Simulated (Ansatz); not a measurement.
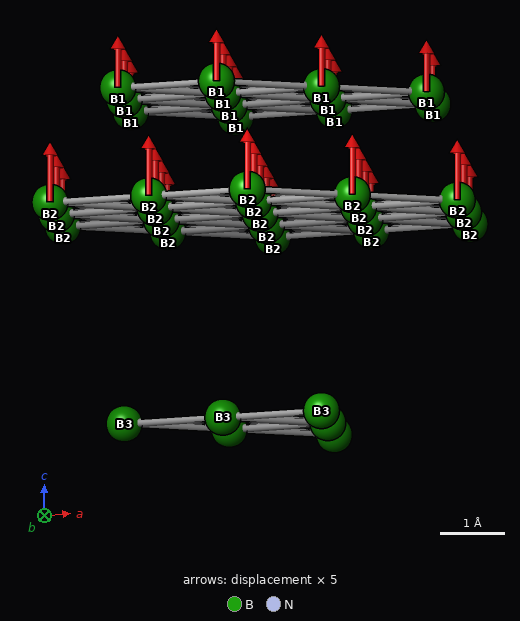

This is a relaxation of crystalline B₅N (a generated structure, set up in P-6m2). The starting structure is drawn; red arrows show the displacements (the part carried along by the change of the cell is left out), 5 times their true length.

Style: ball-and-stick. Shown: the atoms within 4.2 Å of the atom that moves most (axes of the cell of the calculation), from a free direction.

The calculation used Ansatz, DFT PBE, scalar-relativistic, plane waves, PAW.

Input
```yaml
crystal:
  lattice:
    - [1.8431561491, 0.0, 0.0]
    - [-0.9215780746, 1.5962200483, 0.0]
    - [0.0, 0.0, 16.5759214958]
  atoms:
    - { symbol: B, position: [0.6666666667, 0.3333333333, 0.80773685] }
    - { symbol: B, position: [0.0, 0.0, 0.6992290173] }
    - { symbol: B, position: [0.6666666667, 0.3333333333, 0.5] }
    - { symbol: B, position: [0.0, 0.0, 0.3007709827] }
    - { symbol: B, position: [0.6666666667, 0.3333333333, 0.19226315] }
    - { symbol: "N", position: [0.0, 0.0, 0.0] }
basis:
  ecutwfc: 420
kpoints:
  mp_grid: { grid: [24, 24, 4] }
hamiltonian:
  xc: pbe
scf:
  occupations: { method: gaussian, width: 0.1 }
output:
  forces: true
  stress: true
  eigenvalues: true
relax:
  adjacent_minimum: "off"
  f_tol: 0.01
  max_steps: 80
  cell: { stress_tol: 0.05 }
```

Command:
```bash
ansatz run input.yaml --threads 1 --pin off --max-ram 2560MiB --backend cpu --events-out ev --progress --plain --runs-dir out
```

> Which element moves most?

Boron: up to 0.20 Å, against 0.00 Å for nitrogen.

> Describe the change and its energy.

The largest moves relative to the cell, 0.20 Å, are those of B2 and B4. B2 goes along +c. N stays in place. The drawn cell changes as follows: a = b 1.843 → 1.842 Å (−0.1 %), c 16.576 → 16.840 Å (+1.6 %); the volume changes by +1.5 %. The space group stays P-6m2 (No. 187). The energy falls by 1.3 meV per atom in 6 accepted moves (8 points after the start). The largest force component goes from 0.031 to under 0.0001 eV/Å. Pressure: −0.03 GPa at the start and 0.01 GPa at the end. The SCF was repeated twice at an unchanged geometry on a basis and grid sized afresh for the cell, which shifted the energy by 0.3 meV per atom at most.

Limits of the set-up: layers or molecules are held without a dispersion correction, so their spacing is unreliable.
